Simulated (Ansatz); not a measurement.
# AlClO (SMILES [O]=[Al][Cl]) at 6 levels

Aim: a comparison of 6 runs (BLYP/STO-3G, revPBE/STO-3G, wB97X/STO-3G, CCSDT/STO-3G, CCSDTQ/STO-3G, CCSD/STO-3G) of AlClO. 

The calculation is run with Ansatz 0.2.0.

66 further runs of the same task are left out: 6 that didn't finish, 60 set aside as unsound or not needed.

**1. Starting point**

The species is AlClO (3 atoms), meant as a singlet with charge 0. As SMILES, `[O]=[Al][Cl]`. The Cl3–Al2 distance was set to 3.020 Å, away from the relaxed value.

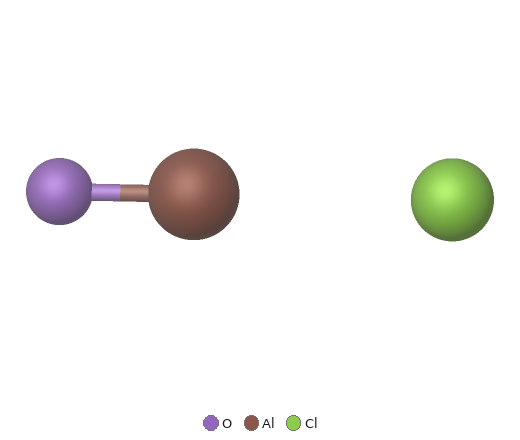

The structure, seen from a chosen angle (oxygen purple, aluminium brown, chlorine green).

**2. The energy at BLYP/STO-3G (run 1)**

molecule.yaml

```yaml
crystal:
  periodic: [false, false, false]
  atoms:
    - {symbol: O, position_ang: [0.170552, 2.688644, 0.390319]}
    - {symbol: Al, position_ang: [0.072422, 1.141604, 0.165739]}
    - {symbol: Cl, position_ang: [-0.116820, -1.841490, -0.267330]}
basis:
  gaussian:
    orbitals: STO-3G
hamiltonian:
  xc: {name: BLYP}
accuracy: high
```

Run with:

```console
ansatz run molecule.yaml --threads 1 --pin off --max-ram 2610MiB --events-out events.jsonl --progress --plain --runs-dir runs
```

Log:

```text
Warning: RAYON_NUM_THREADS=1 ignored (pool sized by the plan → 1); use --threads N
Functional definition: BLYP
  name "BLYP"
  parameter beta = 0.0042
  parameter a = 0.04918
  parameter b = 0.132
  parameter c = 0.2533
  parameter d = 0.349
  exchange = b88_x(beta = beta)
  correlation = lyp_c(a = a, b = b, c = c, d = d)
375 factors; integrals over basis functions are off by at most 2.4e-8 eV
mean field evaluation 1: about -20904.6238 eV, gradient 5.0e1 eV
mean field evaluation 2: about -20710.6333 eV, gradient 1.8e2 eV
mean field evaluation 4: about -20910.0549 eV, gradient 3.0e1 eV
mean field evaluation 8: about -20916.1189 eV, gradient 1.6e1 eV
mean field evaluation 16: about -20917.7733 eV, gradient 8.4e-3 eV
mean field -20917.77327547 eV, -768.7139892977 hartree, gradient 6.7e-9 eV, S^2 0.000000; 0 other end points of the search recorded, 0 dependent functions left out
reference -20917.77331055 eV, -768.7139905867 hartree; 19, 19 occupied and 4, 4 virtual orbitals, 375 factors
Total energy: -20917.77331055 eV, -768.7139905867 hartree
```

It took 0.84 s on 1 thread of Arm Neoverse V2, shared host; peak memory 0.093 GiB.

**3. A single-point energy at revPBE/STO-3G (run 2)**

job.yaml

```yaml
crystal:
  periodic: [false, false, false]
  atoms:
    - {symbol: O, position_ang: [0.170552, 2.688644, 0.390319]}
    - {symbol: Al, position_ang: [0.072422, 1.141604, 0.165739]}
    - {symbol: Cl, position_ang: [-0.116820, -1.841490, -0.267330]}
basis:
  gaussian: {orbitals: STO-3G}
hamiltonian: {xc: {name: revPBE}}
accuracy: high
```

Run with:

```console
ansatz run job.yaml --threads 1 --pin off --max-ram 2610MiB --events-out events.jsonl --progress --plain --runs-dir runs
```

Log:

```text
Warning: RAYON_NUM_THREADS=1 ignored (pool sized by the plan → 1); use --threads N
Functional definition: revPBE
  name "revPBE"
  parameter kappa = 1.245
  parameter beta = 0.06672455060314922
  exchange = pbe_x(kappa = kappa, mu = beta*pi^2/3)
  correlation = pbe_c(beta = beta)
375 factors; integrals over basis functions are off by at most 2.4e-8 eV
mean field evaluation 1: about -20903.5640 eV, gradient 4.8e1 eV
mean field evaluation 2: about -20714.5268 eV, gradient 1.8e2 eV
mean field evaluation 4: about -20903.6795 eV, gradient 3.4e1 eV
mean field evaluation 8: about -20915.6387 eV, gradient 1.2e1 eV
mean field evaluation 16: about -20916.0342 eV, gradient 4.1e-4 eV
mean field -20916.03417601 eV, -768.6500785714 hartree, gradient 7.4e-9 eV, S^2 0.000000; 0 other end points of the search recorded, 0 dependent functions left out
reference -20916.03417803 eV, -768.6500786454 hartree; 19, 19 occupied and 4, 4 virtual orbitals, 375 factors
Total energy: -20916.03417803 eV, -768.6500786454 hartree
```

Run time: 0.84 s. Hardware: 1 thread of Arm Neoverse V2, shared host; peak memory 0.092 GiB.

Runs 3 to 4 aren't shown in full; the table further down has their settings and results.

**4. A single-point energy at CCSDTQ/STO-3G (run 5)**

Edit molecule.yaml of step 2 so:

```diff
@@ -9,4 +9,8 @@
     orbitals: STO-3G
-hamiltonian:
-  xc: {name: BLYP}
+total_charge: 0
+correlation:
+  method: ccsdtq
+  frozen_orbitals: {Al: 5, Cl: 5, O: 1}
 accuracy: high
+scf:
+  omitted_lower_state_checks: [cluster_reference, increment]
```

Run with:

```console
ansatz run molecule.yaml --threads 1 --pin off --max-ram 2610MiB --events-out events.jsonl --progress --plain --runs-dir runs
```

Log:

```text
Warning: RAYON_NUM_THREADS=1 ignored (pool sized by the plan → 1); use --threads N
[... 13 lines left out ...]
11 core orbitals not correlated: weight in the atoms' cores, before any rotation towards them, 1.000 or more for the frozen orbitals, at most 0.000 for the correlated occupied ones
[... 42 lines left out ...]
Total energy: -20883.76623283 eV, -767.4642535313 hartree
Checks for a lower state left out: cluster_reference, increment
```

Wall time 8.7 s (1 thread of Arm Neoverse V2, shared host); peak memory 0.38 GiB.

**5. A single-point energy at CCSD/STO-3G (run 6)**

in.yaml

```yaml
crystal:
  periodic: [false, false, false]
  atoms:
    - {symbol: O, position_ang: [0.170552, 2.688644, 0.390319]}
    - {symbol: Al, position_ang: [0.072422, 1.141604, 0.165739]}
    - {symbol: Cl, position_ang: [-0.116820, -1.841490, -0.267330]}
basis:
  gaussian:
    orbitals: STO-3G
correlation:
  method: ccsd
  frozen_orbitals: {Al: 5, Cl: 5, O: 1}
accuracy: high
scf:
  omitted_lower_state_checks: [cluster_reference, increment]
```

Run with:

```console
ansatz run in.yaml --threads 1 --pin off --max-ram 2610MiB --events-out events.jsonl --progress --plain --runs-dir runs
```

Log:

```text
Warning: RAYON_NUM_THREADS=1 ignored (pool sized by the plan → 1); use --threads N
[... 13 lines left out ...]
11 core orbitals not correlated: weight in the atoms' cores, before any rotation towards them, 1.000 or more for the frozen orbitals, at most 0.000 for the correlated occupied ones
[... 31 lines left out ...]
Total energy: -20883.16295545 eV, -767.4420834966 hartree
Checks for a lower state left out: cluster_reference, increment
```

Wall time 0.26 s (1 thread of Arm Neoverse V2, shared host).

**6. The series**

```csv
run,level,frozen core orbitals,energy (Eh),wall time
1,BLYP/STO-3G,–,-768.713991,0.84 s
2,revPBE/STO-3G,–,-768.650079,0.84 s
3,wB97X/STO-3G,–,-768.747573,3.9 s
4,CCSDT/STO-3G,11,-767.464063,0.4 s
5,CCSDTQ/STO-3G,11,-767.464254,8.7 s
6,CCSD/STO-3G,11,-767.442083,0.26 s
```

**7. Summary of results**

```
                                           quantity          value
                                run 6: total energy  -767.44208 Eh
run 6: correlation energy (11 core orbitals frozen)     -141.6 mEh
                               run 6: T1 diagnostic          0.049
```

Totals of different functionals can't be ranked against each other. In run 6 the T1 diagnostic is large, so a single reference may not serve. In runs 4, 5, 6 the log says that unrestricted orbitals would lower the reference, so the values rest on an unstable closed-shell determinant (other closed-shell runs at this shape may share the fault). In runs 1, 2, 3, 4, 5, 6 the basis is minimal, so the values are rough. All runs together took 15 s, the longest 8.7 s.
